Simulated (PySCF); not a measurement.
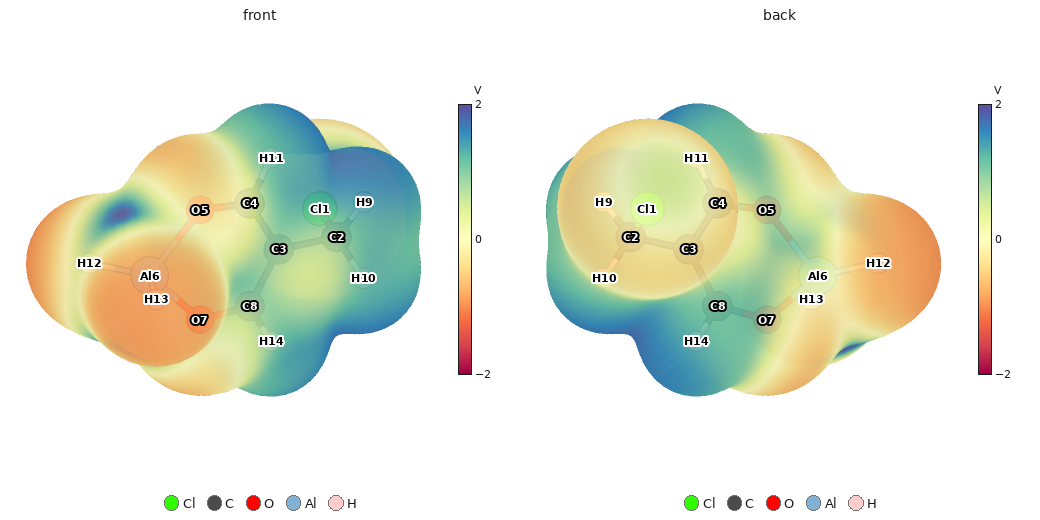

Figure. C4H6AlClO2 (SMILES ClCC1=C[O][AlH2-][O+]=C1). The molecular electrostatic potential painted on the density surface at 0.002 e/bohr³, seen from the front and from behind; red is negative and blue positive.

Geometry: GFN2-xTB.

Level of theory: PySCF 2.14.0, CAM-B3LYP/def2-SVPD, SCF density, gas phase.

The calculation's input:

```
{"job": {"kind": "uv", "xc": "CAM-B3LYP", "basis": "def2-SVPD", "nstates": 8, "ntriplets": 3}, "charge": 0, "multiplicity": 1}
Cl    -3.055204    -0.279058     0.946541
C     -2.102392     0.036024    -0.551038
C     -0.643984     0.023299    -0.237407
C      0.004529     1.182422     0.192617
O      1.227000     1.249426     0.495734
Al     2.544003    -0.016289     0.518430
O      1.311364    -1.264233     0.005469
C      0.083711    -1.167579    -0.268785
H     -2.429096     1.005613    -0.922435
H     -2.372706    -0.749461    -1.254371
H     -0.585504     2.104727     0.283309
H      2.962624    -0.287793     1.972906
H      3.497936     0.254380    -0.659103
H     -0.442960    -2.091950    -0.544032
```

Run with:

```sh
OMP_NUM_THREADS=1 python probes_run.py task.json out
```

### Which sites attract a positive test charge, and which a negative one?

A positive charge is drawn to the negative regions and a negative charge to the positive ones. The most negative region (about −0.9 V, or −21 kcal/mol for a unit charge) lies over H12 and H13, the most positive (about +1.8 V, or +42 kcal/mol for a unit charge) over the Al and H atoms. Cl1 shows a σ-hole: about +0.4 V, or +9 kcal/mol for a unit charge at the tip opposite its bond, against about −0.3 V, or −7 kcal/mol for a unit charge on its flanks.

### How polar is the molecule by this calculation?

Its dipole moment is 3.65 D.
